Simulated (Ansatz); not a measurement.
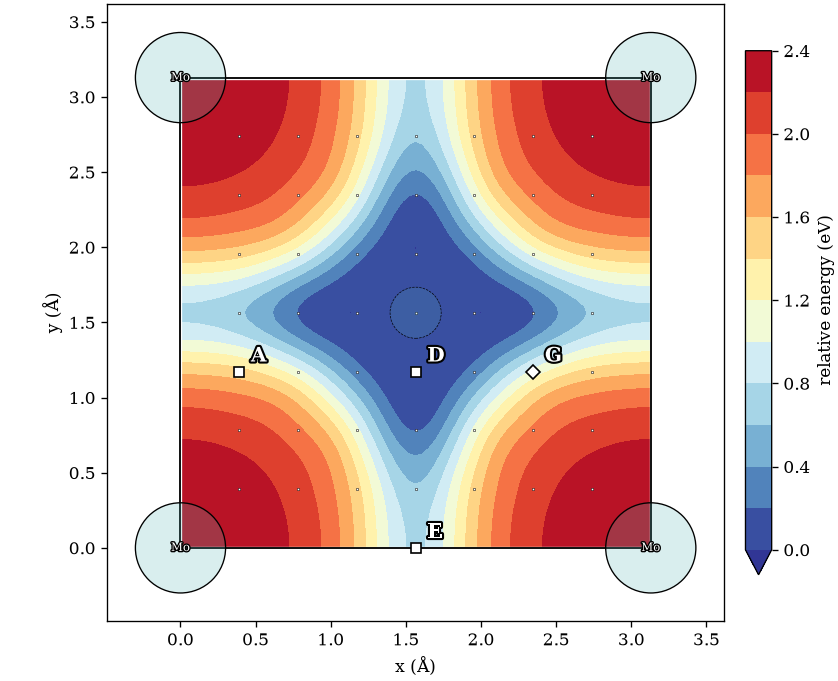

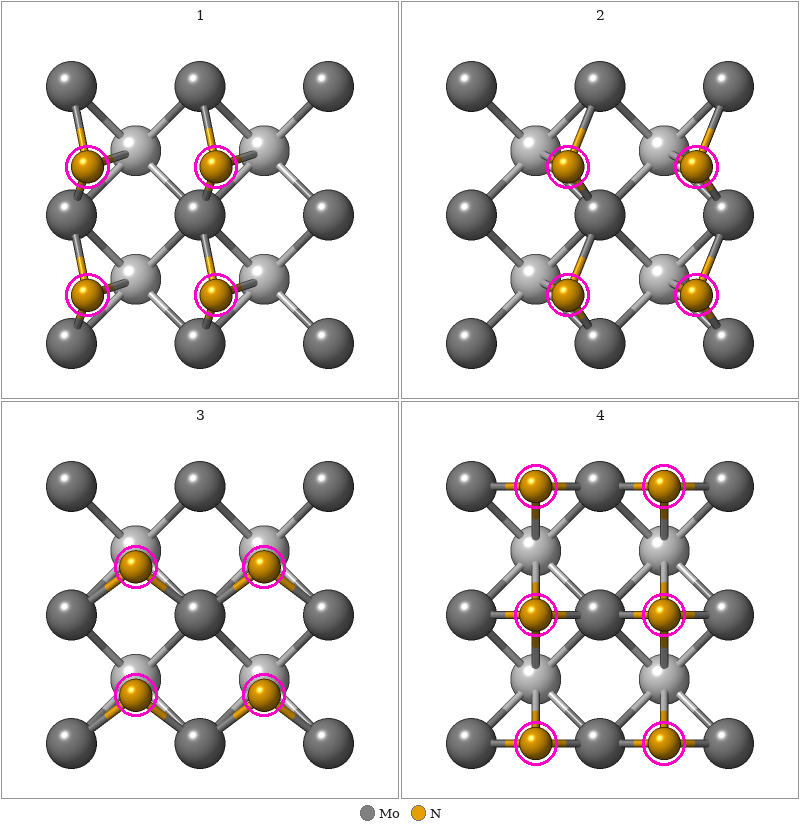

N on a Mo(100) slab cut from the Im-3m phase, its upper half relaxed before the scan (4 atoms of substrate and one adsorbate in a 1 × 1 cell). N is moved over the surface cell; relaxed at each place: the height of the adsorbate's atoms; substrate rigid; the origin of the map has the adsorbate above Mo4. Places are given modulo a cell vector. The map is drawn in real space over the plane of the surface. The scan uses an 8 × 8 grid; 15 points were computed and 49 follow by symmetry. Energies: eV, counted from the lowest grid point. With one adsorbate in each 1 × 1 cell, its nearest image is 3.1 Å away, so neighbouring adsorbates interact. Computed with Ansatz, DFT PBEsol, scalar-relativistic, plane waves, PAW. Settings: cutoff 420 eV, k-mesh 9×9×1, gaussian smearing 0.1 eV, no spin polarisation.

In the figure: filled contours, dots at the grid points, labelled circles for the atoms of the top layer and small ones for the second layer, the outline of one cell of the plane, lettered points. Between grid points the surface is interpolated. The numbered pictures are the structures at these points, in random order. Rings mark the moved atoms.

Which structure belongs to which point?

A is structure 1: (1/8, 3/8) of the cell vectors [nearest 1 Mo at 1.72 Å], 1.47 eV; D is structure 3: (4/8, 3/8) of the cell vectors [nearest 3 Mo at 2.05 Å], 0.00 eV; E is structure 4: a bridge site between two Mo atoms, (4/8, 0/8) of the cell vectors, 0.76 eV; G is structure 2: (6/8, 3/8) of the cell vectors [nearest 1 Mo at 1.73 Å], 1.05 eV.

PAW datasets: the set soft_1.
